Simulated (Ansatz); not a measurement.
The starting structures come from a database of crystals and need not be the phases stable at ambient conditions.

 Where the default PAW files enter, the runs use the earlier of Ansatz's two default sets.

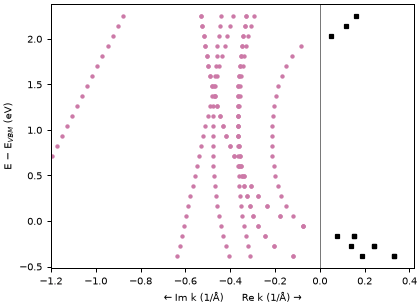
Figure: Complex bands at the centre of the two-dimensional zone; Ansatz (a program for electronic structure) with PBEsol

No gap correction and no spin-orbit coupling; mid-gap values are interpolated between computed energies.

Question: This is Al₂HgS₄ (I-4, not sure to be the ambient phase, 7 atoms a cell, 22.8 Å³ an atom) along the normal of (001). Read off the slowest decay at the centre of the two-dimensional zone at 1.04 eV, the computed energy nearest the middle of the gap.

Answer: κ ≈ 0.21 1/Å, a decay length 1/(2κ) of the density of 2.3 Å.
